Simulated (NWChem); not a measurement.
# GaHOF (SMILES [OH][Ga][F]) at UPBE0/6-31G(d) (spherical functions)

What is the vertical ionisation energy of GaHOF at UPBE0/6-31G* (spherical functions)? 

The calculation is run with NWChem 7.3.0.

2 further runs of the same task are left out: 1 that didn't finish, 1 set aside as unsound or not needed.

## 1. The system as given

GaHOF has 4 atoms, charge 0, and is taken as a doublet. SMILES: `[OH][Ga][F]`. Geometry: relaxed at PBE0-D4/def2-TZVP.

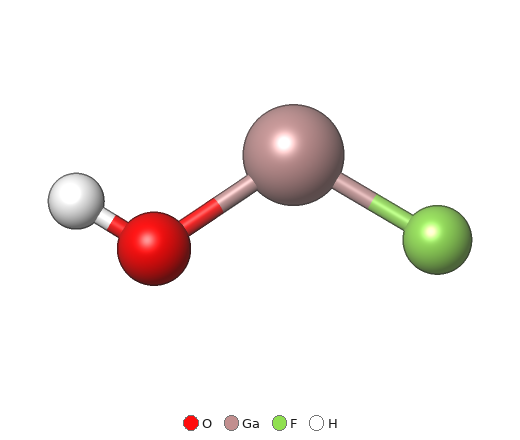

Viewed from a chosen angle; oxygen red, gallium pink, fluorine green, hydrogen white.

## 2. The energy at UPBE0/6-31G(d) (spherical functions)

Contents of input.nw:

```
start input
memory stack 880 mb heap 220 mb global 1100 mb
charge 0

geometry noautosym nocenter noautoz
O    -0.928500    0.061200   -0.333300
Ga    0.802400    0.214300    0.117400
F     1.450100   -1.148000    1.023000
H    -1.268400    0.812300   -0.827400
end

basis spherical bse
* library 6-31G*
end

dft
xc pbe0
mult 2
grid huge
convergence energy 1e-08
maxiter 100
mulliken
noprint "final vectors analysis"
end

task dft energy
```

On the command line:

```sh
$ nwchem input.nw > input.out
```

Output:

```text
[...]
          Wavefunction type:  spin polarized.
          No. of atoms     :     4
          No. of electrons :    49
[...]
          Charge           :     0
          Spin multiplicity:     2
[...]
          AO basis - number of functions:    62
[...]
              XC Information
              --------------
                         PBE0 Method XC Functional
                     Hartree-Fock (Exact) Exchange  0.250
          PerdewBurkeErnzerhof Exchange Functional  0.750
            Perdew 1991 LDA Correlation Functional  1.000 local
           PerdewBurkeErnz. Correlation Functional  1.000 non-local
[...]
 d= 0,ls=0.0,diis     1  -2099.7064116996 -2.28D+03  1.53D-02  2.48D-01     4.7
[...]
 d= 0,ls=0.0,diis    12  -2099.8364382368 -1.46D-09  3.91D-07  2.08D-10    53.5
[...]
         Total DFT energy =    -2099.836438236797
      One electron energy =    -3290.826975581015
           Coulomb energy =     1102.726001275758
    Exchange-Corr. energy =      -94.104344656431
 Nuclear repulsion energy =      182.368880724892
[...]
      Total Density - Mulliken Population Analysis
     ---------------------------------------------
    Atom       Charge   Shell Charges
 -----------   ------   -------------------------------------------------------
    1 O    8     8.70   2.00  0.91  2.86  0.98  1.93  0.02
    2 Ga  31    30.32   2.00  2.00  6.00  2.00  5.99  1.13  0.85  0.12  0.09  6.83  2.94  0.37
    3 F    9     9.43   2.00  0.93  3.27  1.05  2.18  0.01
    4 H    1     0.56   0.47  0.09
[...]
      <S2> =      0.7535 (Exact =     0.7500)
[...]
```

Run time: 54 s. Hardware: 1 thread of Intel Xeon Platinum 8488C (Sapphire Rapids), shared host; peak memory 0.13 GiB.

## 3. The singlet cation at the same level

Contents of work.xyz:

```xyz
4
FGaHO PBE0
O     -0.928500     0.061200    -0.333300
Ga     0.802400     0.214300     0.117400
F      1.450100    -1.148000     1.023000
H     -1.268400     0.812300    -0.827400
```

Contents of work.nw:

```
start work
title "FGaHO PBE0"
memory stack 880 mb heap 220 mb global 1100 mb
charge 1

geometry noautosym nocenter noautoz
 load work.xyz
end

basis spherical bse
 * library 6-31G*
end

dft
 xc pbe0
 mult 1
 grid huge
 convergence energy 1e-08
 maxiter 100
 mulliken
 noprint "final vectors analysis"
end

task dft energy
```

On the command line:

```sh
$ nwchem work.nw > work.out
```

Output:

```text
[...]
          Wavefunction type:  closed shell.
          No. of atoms     :     4
          No. of electrons :    48
[...]
          Charge           :     1
          Spin multiplicity:     1
[...]
          AO basis - number of functions:    62
[...]
              XC Information
              --------------
                         PBE0 Method XC Functional
                     Hartree-Fock (Exact) Exchange  0.250
          PerdewBurkeErnzerhof Exchange Functional  0.750
            Perdew 1991 LDA Correlation Functional  1.000 local
           PerdewBurkeErnz. Correlation Functional  1.000 non-local
[...]
 d= 0,ls=0.0,diis     1  -2099.0674274262 -2.28D+03  3.93D-02  7.37D+00     3.3
[...]
 d= 0,ls=0.0,diis    12  -2099.4875110654 -7.83D-09  9.99D-07  2.12D-09    33.1
         Total DFT energy =    -2099.487511065365
      One electron energy =    -3275.744985919656
           Coulomb energy =     1087.633935562435
    Exchange-Corr. energy =      -93.745341433036
 Nuclear repulsion energy =      182.368880724892
[...]
      Total Density - Mulliken Population Analysis
     ---------------------------------------------
    Atom       Charge   Shell Charges
 -----------   ------   -------------------------------------------------------
    1 O    8     8.52   2.00  0.94  2.82  0.97  1.78  0.02
    2 Ga  31    29.70   2.00  2.00  6.00  2.00  5.99  0.94  0.69 -0.07  0.02  6.85  2.94  0.34
    3 F    9     9.29   2.00  0.95  3.23  1.04  2.06  0.01
    4 H    1     0.49   0.45  0.04
[...]
```

Wall time 34 s (1 thread of Intel Xeon Platinum 8488C (Sapphire Rapids), shared host); peak memory 0.13 GiB.

## 4. What came out

Level: UPBE0/6-31G* (spherical functions).

| quantity | value |
| --- | --- |
| doublet GaHOF: total energy | -2099.83644 Eh |
| doublet GaHOF: dipole moment | 3.28 D |
| doublet GaHOF: ⟨S²⟩ | 0.753 |
| singlet cation: total energy | -2099.48751 Eh |
| vertical ionisation energy (to the singlet cation) | 9.495 eV |

In words: Removing an electron at fixed nuclei costs 9.49 eV (916 kJ/mol). Only the singlet of the ionised species was computed; a triplet could lie lower. Mulliken charges (doublet GaHOF) run from -0.70 on O1 to +0.68 on Ga2; they depend strongly on the basis. Mulliken charges (singlet cation) run from -0.52 on O1 to +1.30 on Ga2; they depend strongly on the basis.
